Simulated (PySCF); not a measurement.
Mg(H)(SeH), SMILES [MgH][SeH] (H2MgSe), singlet, PBE0/def2-SVP optimised geometry. Atoms within 1.6 Å of the plane z = 0.0 Å (x, y, z in Å): Mg1 (0.38, 0.70, 0.00), H2 (2.07, 0.70, 0.00), Se3 (-2.06, 0.73, 0.00), H4 (-2.07, -0.73, 0.23).

Level of theory: PBE0/def2-TZVP (PySCF 2.14.0). Cells within 0.4 Å of a nucleus heavier than hydrogen are left out (blank, or x).

Map of the Laplacian of the electron density (e/bohr⁵), clipped to [-1.50, 1.50] on the plane z = 0.0 Å:

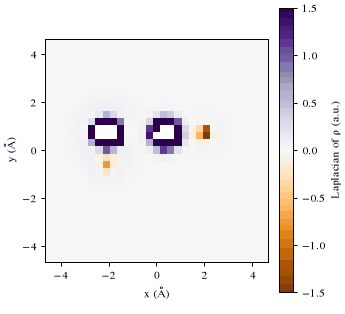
Figure: Laplacian of the electron density (e/bohr⁵), clipped to [-1.50, 1.50] on the plane z = 0.0 Å.
